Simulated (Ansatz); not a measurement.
**triplet CHFO: levels of theory compared**

Wanted: a comparison of 6 runs (U-r2SCAN0/STO-3G, U-revPBE/STO-3G, UB3LYP/STO-3G, UCCSDT/STO-3G, UCCSD/STO-3G, FCI/STO-3G) of triplet CHFO. 

Program for the calculation: Ansatz 0.2.0.

### Step 1. Starting point

CHFO has 4 atoms, charge 0, and is taken as a triplet. As SMILES of the parent species, `O=CF`. The shape is that of a GFN2-xTB optimisation. That shape belongs to the parent species and isn't relaxed for this state.

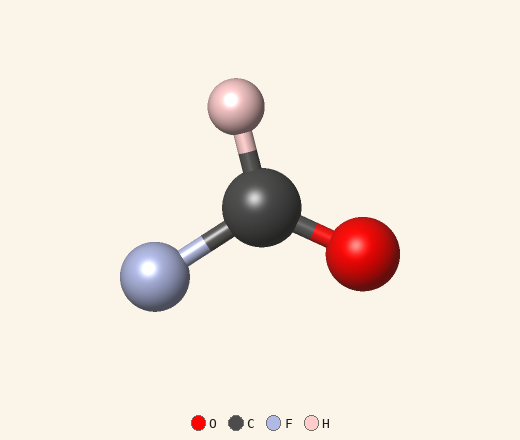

Viewed from a chosen angle; oxygen red, carbon dark grey, fluorine light blue, hydrogen pink.

### Step 2. A single-point energy at U-r2SCAN0/STO-3G (run 1)

Input file input.yaml:

```yaml
basis:
  gaussian:
    orbitals: STO-3G
crystal:
  periodic: [false, false, false]
  atoms:
    - {symbol: O, position_ang: [-0.889680, 0.196020, 0.829980]}
    - {symbol: C, position_ang: [-0.049740, 0.073340, 0.022930]}
    - {symbol: F, position_ang: [0.584370, -1.090860, -0.181350]}
    - {symbol: H, position_ang: [0.355050, 0.821510, -0.671560]}
magnetization:
  spin_polarized: true
  initial_magnetization: 2
hamiltonian:
  xc: {name: r2SCAN0}
accuracy: high
```

On the command line:

```sh
$ ansatz run input.yaml --threads 1 --pin off --max-ram 2610MiB --events-out events.jsonl --progress --plain --runs-dir runs
```

The program printed:

```text
Warning: RAYON_NUM_THREADS=1 ignored (pool sized by the plan → 1); use --threads N
Functional definition: r2SCAN0
  name "r2SCAN0"
  parameter a = 0.25
  parameter k0 = 0.174
  parameter k1 = 0.065
  parameter a1 = 4.9479
  exchange = (1 - a)*r2scan_x(k0 = k0, k1 = k1, a1 = a1) + a*exact_x
  correlation = r2scan_c
273 factors; integrals over basis functions are off by at most 3.4e-8 eV
mean field evaluation 1: about -5727.7104 eV, gradient 7.4e0 eV
mean field evaluation 2: about -5728.0574 eV, gradient 5.9e0 eV
mean field evaluation 4: about -5728.2713 eV, gradient 6.0e-1 eV
mean field evaluation 8: about -5728.2807 eV, gradient 2.2e-2 eV
mean field evaluation 16: about -5728.2807 eV, gradient 6.7e-6 eV
mean field -5728.28072405 eV, -210.5104338406 hartree, gradient 3.4e-8 eV, S^2 2.003176; 2 other end points of the search recorded, 0 dependent functions left out
reference -5728.28072434 eV, -210.5104338515 hartree; 13, 11 occupied and 3, 5 virtual orbitals, 273 factors
Total energy: -5728.28072434 eV, -210.5104338515 hartree
```

Wall time 4.2 s (1 thread of Arm Neoverse V1, shared host); peak memory 0.19 GiB.

### Step 3. A single-point energy at U-revPBE/STO-3G (run 2)

Input file molecule.yaml:

```yaml
crystal:
  periodic: [false, false, false]
  atoms:
    - {symbol: O, position_ang: [-0.889680, 0.196020, 0.829980]}
    - {symbol: C, position_ang: [-0.049740, 0.073340, 0.022930]}
    - {symbol: F, position_ang: [0.584370, -1.090860, -0.181350]}
    - {symbol: H, position_ang: [0.355050, 0.821510, -0.671560]}
basis:
  gaussian:
    orbitals: STO-3G
hamiltonian:
  xc: {name: revPBE}
magnetization:
  spin_polarized: true
  initial_magnetization: 2
accuracy: high
```

On the command line:

```sh
$ ansatz run molecule.yaml --threads 1 --pin off --max-ram 2610MiB --events-out events.jsonl --progress --plain --runs-dir runs
```

The program printed:

```text
Warning: RAYON_NUM_THREADS=1 ignored (pool sized by the plan → 1); use --threads N
Functional definition: revPBE
  name "revPBE"
  parameter kappa = 1.245
  parameter beta = 0.06672455060314922
  exchange = pbe_x(kappa = kappa, mu = beta*pi^2/3)
  correlation = pbe_c(beta = beta)
273 factors; integrals over basis functions are off by at most 3.4e-8 eV
mean field evaluation 1: about -5719.5127 eV, gradient 3.0e1 eV
mean field evaluation 2: about -5651.2833 eV, gradient 1.1e2 eV
mean field evaluation 4: about -5727.9094 eV, gradient 1.2e1 eV
mean field evaluation 8: about -5728.7998 eV, gradient 1.1e-1 eV
mean field evaluation 16: about -5728.7999 eV, gradient 6.0e-6 eV
mean field evaluation 32: about -5726.6424 eV, gradient 1.5e1 eV
mean field -5728.79985969 eV, -210.5295117236 hartree, gradient 5.1e-8 eV, S^2 2.000939; 6 other end points of the search recorded, 0 dependent functions left out
reference -5728.79986108 eV, -210.5295117745 hartree; 13, 11 occupied and 3, 5 virtual orbitals, 273 factors
Total energy: -5728.79986108 eV, -210.5295117745 hartree
```

It took 1.8 s on 1 thread of Arm Neoverse V1, shared host; peak memory 0.11 GiB.

Runs 3 to 5 aren't shown in full; the table further down has their settings and results.

### Step 4. The energy at FCI/STO-3G (run 6)

Input file job.yaml:

```yaml
crystal:
  periodic: [false, false, false]
  atoms:
    - {symbol: O, position_ang: [-0.889680, 0.196020, 0.829980]}
    - {symbol: C, position_ang: [-0.049740, 0.073340, 0.022930]}
    - {symbol: F, position_ang: [0.584370, -1.090860, -0.181350]}
    - {symbol: H, position_ang: [0.355050, 0.821510, -0.671560]}
basis:
  gaussian:
    orbitals: STO-3G
total_charge: 0
magnetization:
  spin_polarized: true
  initial_magnetization: 2
correlation:
  method: fci
  frozen_orbitals: {C: 1, F: 1, H: 0, O: 1}
accuracy: high
```

On the command line:

```sh
$ ansatz run job.yaml --threads 1 --pin off --max-ram 2610MiB --events-out events.jsonl --progress --plain --runs-dir runs
```

The program printed:

```text
Warning: RAYON_NUM_THREADS=1 ignored (pool sized by the plan → 1); use --threads N
Functional definition: HF
  name "HF"
  exchange = exact_x
  correlation = 0
273 factors; integrals over basis functions are off by at most 3.4e-8 eV
mean field evaluation 1: about -5704.0234 eV, gradient 1.4e1 eV
mean field evaluation 2: about -5704.1664 eV, gradient 1.4e1 eV
mean field evaluation 4: about -5706.0007 eV, gradient 1.9e0 eV
mean field evaluation 8: about -5706.0992 eV, gradient 2.0e-3 eV
mean field evaluation 16: about -5705.3325 eV, gradient 3.2e0 eV
mean field -5706.09702757 eV, -209.6951980318 hartree, gradient 1.4e-8 eV, S^2 2.004835; 3 other end points of the search recorded, 0 dependent functions left out
3 core orbitals not correlated: weight in the atoms' cores, before any rotation towards them, 1.000 or more for the frozen orbitals, at most 0.000 for the correlated occupied ones
reference -5706.02946398 eV, -209.6927151156 hartree; 10, 8 occupied and 3, 5 virtual orbitals, 273 factors
state -5708.72224304 eV, -209.7916729209 hartree
Total energy: -5708.72224304 eV, -209.7916729209 hartree
```

Wall time 2.3 s (1 thread of Arm Neoverse V1, shared host); peak memory 0.1 GiB.

### Step 5. The series

| run | level | frozen core orbitals | energy (Eh) | ⟨S²⟩ | wall time |
| --- | --- | --- | --- | --- | --- |
| 1 | U-r2SCAN0/STO-3G | – | -210.510434 | 2.003 | 4.2 s |
| 2 | U-revPBE/STO-3G | – | -210.529512 | 2.001 | 1.8 s |
| 3 | UB3LYP/STO-3G | – | -210.567627 | 2.002 | 1.9 s |
| 4 | UCCSDT/STO-3G | 3 | -209.791652 | 2.005 | 1 s |
| 5 | UCCSD/STO-3G | 3 | -209.788856 | 2.005 | 0.28 s |
| 6 | FCI/STO-3G | 3 | -209.791673 | – | 2.3 s |

### Step 6. What came out

```
                                          quantity          value
                               run 6: total energy  -209.79167 Eh
run 6: correlation energy (3 core orbitals frozen)      -99.0 mEh
```

**Reading.** Against full CI in this basis: UCCSDT +0.0 mEh; UCCSD +2.8 mEh. Totals of different functionals can't be ranked against each other. All runs together took 11 s, the longest 4.2 s.
